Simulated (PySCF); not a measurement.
**C2H7BSi2 (SMILES B[SiH2][SiH2]C#C): levels of theory compared**

Aim: a comparison of 6 runs (HF/def2-SVP, B3LYP/6-31G*, B3LYP/6-31+G*, r2SCAN/6-31+G*, B3LYP/def2-SVP, MP2/aug-cc-pVDZ) of C2H7BSi2. The job is set up through a Python script.

The results are computed with PySCF 2.14.0.

**1. The system as given**

C2H7BSi2 has 12 atoms, charge 0, and is taken as a singlet. As SMILES, `B[SiH2][SiH2]C#C`. Geometry: relaxed at GFN2-xTB. This is one conformer, not always the lowest.

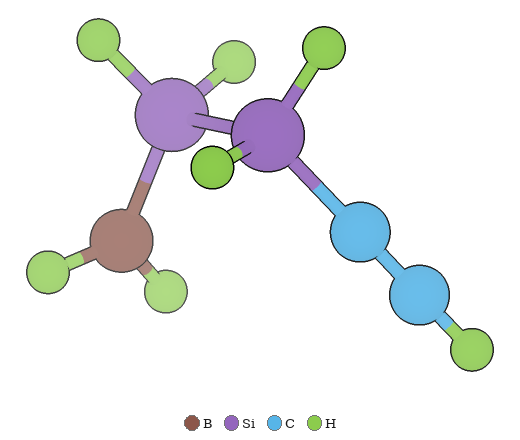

The structure, seen from a chosen angle (boron brown, silicon purple, carbon blue, hydrogen green).

**2. Energy and forces at HF/def2-SVP (run 1)**

Contents of input.py:

```python
import pyscf.grad
from pyscf import gto

system = gto.Mole()
system.atom = [
    ('B', (-1.918370, 0.083970, 1.111590)),
    ('Si', (-0.117390, -0.526010, 1.464650)),
    ('Si', (1.020880, -0.810510, -0.559530)),
    ('C', (0.869370, 0.725090, -1.580610)),
    ('C', (0.753130, 1.742610, -2.210740)),
    ('H', (-2.170390, 1.223250, 1.009600)),
    ('H', (-2.794670, -0.667780, 0.914570)),
    ('H', (0.014660, -1.823280, 2.159100)),
    ('H', (0.732780, 0.360660, 2.282690)),
    ('H', (2.464300, -1.048260, -0.422460)),
    ('H', (0.481540, -1.890590, -1.400580)),
    ('H', (0.664160, 2.630850, -2.768270)),
]
system.verbose = 4
system.basis = 'def2-svp'
system.max_memory = 1860
system.build()

hf = system.RHF()
hf.conv_tol = 1e-10
hf.kernel()
if not hf.converged:
    hf = hf.newton().run(hf.mo_coeff, hf.mo_occ)

e_tot = hf.e_tot
print('Final energy', e_tot)
grad = hf.Gradients().kernel()
hf.analyze()
```

On the command line:

```console
OMP_NUM_THREADS=1 python input.py
```

Log:

```text
PySCF version 2.14.0

[... 70 lines left out ...]
converged SCF energy = -682.001405082642
[... 28 lines left out ...]
MO #8   energy= -4.24667096283496  occ= 2
[... 14 lines left out ...]
MO #23  energy= -0.455061504255796 occ= 2
[... 14 lines left out ...]
MO #38  energy= 0.288787518539574  occ= 0
[... 14 lines left out ...]
MO #53  energy= 0.65733015283452   occ= 0
[... 14 lines left out ...]
MO #68  energy= 0.934916034349091  occ= 0
[... 14 lines left out ...]
MO #83  energy= 1.65123983615771   occ= 0
[... 14 lines left out ...]
MO #98  energy= 2.15822475334236   occ= 0
[... 14 lines left out ...]
MO #113 energy= 4.07963582691115   occ= 0
[... 128 lines left out ...]
Dipole moment(X, Y, Z, Debye): -0.86460,  0.52045,  0.26006
```

Wall time 38 s (1 thread of Intel Xeon at 2.50GHz (Skylake/Cascade Lake), shared host); peak memory 0.28 GiB.

**3. Energy and forces at B3LYP/6-31G(d) (spherical functions) (run 2)**

Contents of input.py:

```python
import pyscf.grad
from pyscf import gto, dft

system = gto.M(
    atom='''
B     -1.918370     0.083970     1.111590
Si    -0.117390    -0.526010     1.464650
Si     1.020880    -0.810510    -0.559530
C      0.869370     0.725090    -1.580610
C      0.753130     1.742610    -2.210740
H     -2.170390     1.223250     1.009600
H     -2.794670    -0.667780     0.914570
H      0.014660    -1.823280     2.159100
H      0.732780     0.360660     2.282690
H      2.464300    -1.048260    -0.422460
H      0.481540    -1.890590    -1.400580
H      0.664160     2.630850    -2.768270
''',
    charge=0,
    verbose=3,
    max_memory=1860,
    spin=0,
    basis='6-31g*',
)

mf = dft.RKS(system, xc='b3lyp')
mf.conv_tol = 1e-10
mf.grids.level = 5
mf.kernel()
if not mf.converged:
    mf = mf.newton().run(mf.mo_coeff, mf.mo_occ)

energy = mf.e_tot
print('E(%s) = %.9f' % ('B3LYP', energy))
grad = mf.Gradients().kernel()
mf.analyze()
```

On the command line:

```console
OMP_NUM_THREADS=1 python input.py
```

Log:

```text
converged SCF energy = -684.151473531371
[... 13 lines left out ...]
MO #4   energy= -10.1682507489094  occ= 2
[... 10 lines left out ...]
MO #15  energy= -0.592333122015516 occ= 2
[... 10 lines left out ...]
MO #26  energy= -0.269415833813943 occ= 2
[... 10 lines left out ...]
MO #37  energy= 0.157478642662981  occ= 0
[... 10 lines left out ...]
MO #48  energy= 0.429225149945432  occ= 0
[... 10 lines left out ...]
MO #59  energy= 0.686649516022239  occ= 0
[... 10 lines left out ...]
MO #70  energy= 1.00180215286342   occ= 0
[... 10 lines left out ...]
MO #81  energy= 1.55393867881405   occ= 0
[... 10 lines left out ...]
MO #92  energy= 3.18854413282616   occ= 0
[... 13 lines left out ...]
Dipole moment(X, Y, Z, Debye): -0.56456,  0.37283,  0.13989
```

Run time: 96 s. Hardware: 1 thread of Intel Xeon at 2.50GHz (Skylake/Cascade Lake), shared host; peak memory 0.95 GiB.

Runs 3 to 5 aren't shown in full; the table further down has their settings and results.

**4. Energy and gradient at MP2/aug-cc-pVDZ (run 6)**

Contents of job.py:

```python
import pyscf.grad
from pyscf import gto, scf, mp

mol = gto.M(
    atom=[
    ('B', (-1.918370, 0.083970, 1.111590)),
    ('Si', (-0.117390, -0.526010, 1.464650)),
    ('Si', (1.020880, -0.810510, -0.559530)),
    ('C', (0.869370, 0.725090, -1.580610)),
    ('C', (0.753130, 1.742610, -2.210740)),
    ('H', (-2.170390, 1.223250, 1.009600)),
    ('H', (-2.794670, -0.667780, 0.914570)),
    ('H', (0.014660, -1.823280, 2.159100)),
    ('H', (0.732780, 0.360660, 2.282690)),
    ('H', (2.464300, -1.048260, -0.422460)),
    ('H', (0.481540, -1.890590, -1.400580)),
    ('H', (0.664160, 2.630850, -2.768270)),
],
    basis='aug-cc-pvdz',
    verbose=4,
    max_memory=1860,
    spin=0,
)

mf = scf.RHF(mol)
mf.conv_tol = 1e-10
mf.kernel()
if not mf.converged:
    mf = mf.newton().run(mf.mo_coeff, mf.mo_occ)

pt = mp.MP2(mf, frozen=13).run()
e_tot = pt.e_tot
print(f'total energy: {e_tot:.8f} hartree')
grad = pt.Gradients().kernel()
dip = mf.dip_moment()
pop, q = mf.mulliken_pop()
```

On the command line:

```console
OMP_NUM_THREADS=1 python job.py
```

Log:

```text
PySCF version 2.14.0

[... 70 lines left out ...]
converged SCF energy = -682.270926136396
[... 8 lines left out ...]
total energy: -682.81813348 hartree
[... 8 lines left out ...]
Dipole moment(X, Y, Z, Debye): -0.77139,  0.37938,  0.35207
[... 199 lines left out ...]
charge of   11H =     -0.45154
```

It took 7.2 min on 1 thread of Intel Xeon at 2.50GHz (Skylake/Cascade Lake), shared host; peak memory 2.4 GiB.

**5. The series**

```
run                                 level  integration grid  frozen core orbitals  energy (Eh)  dipole moment (D) of the reference  HOMO energy (eV)  LUMO energy (eV)  wall time
  1                           HF/def2-SVP                 –                     –  -682.001405                                1.04            -10.32              0.95       38 s
  2    B3LYP/6-31G* (spherical functions)                 5                     –  -684.151474                                0.69             -7.33             -2.57       96 s
  3   B3LYP/6-31+G* (spherical functions)                 5                     –  -684.160868                                0.71             -7.58             -2.80    2.2 min
  4  r2SCAN/6-31+G* (spherical functions)                 5                     –  -683.980929                                0.63             -6.93             -3.25    4.3 min
  5                        B3LYP/def2-SVP                 5                     –  -683.930680                                0.66             -7.55             -2.79    1.7 min
  6                       MP2/aug-cc-pVDZ                 –                    13  -682.818133                                0.93            -10.26              0.58    7.2 min
```

**6. Summary of results**

| quantity | value |
| --- | --- |
| run 6: total energy | -682.81813 Eh |
| run 6: dipole moment (Hartree–Fock density) | 0.93 D |
| run 6: HOMO energy (Hartree–Fock orbitals) | -10.26 eV |
| run 6: LUMO energy (Hartree–Fock orbitals) | 0.58 eV |
| run 6: HOMO–LUMO gap (Hartree–Fock orbitals) | 10.84 eV |
| run 6: correlation energy (13 core orbitals frozen) | -547.2 mEh |
| run 6: largest force on an atom | 3.821 eV/Å |

What this shows: Over runs 1, 2, 3, 4, 5 the dipole moment (its size) runs from 0.63 D (r2SCAN/6-31+G*) to 1.04 D (HF/def2-SVP). The two ends differ in method and basis. Over runs 1, 2, 3, 4, 5 the HOMO–LUMO gap runs from 3.69 eV (r2SCAN/6-31+G*) to 11.27 eV (HF/def2-SVP). Totals of different functionals can't be ranked against each other. All runs together took 18 min, the longest 7.2 min.
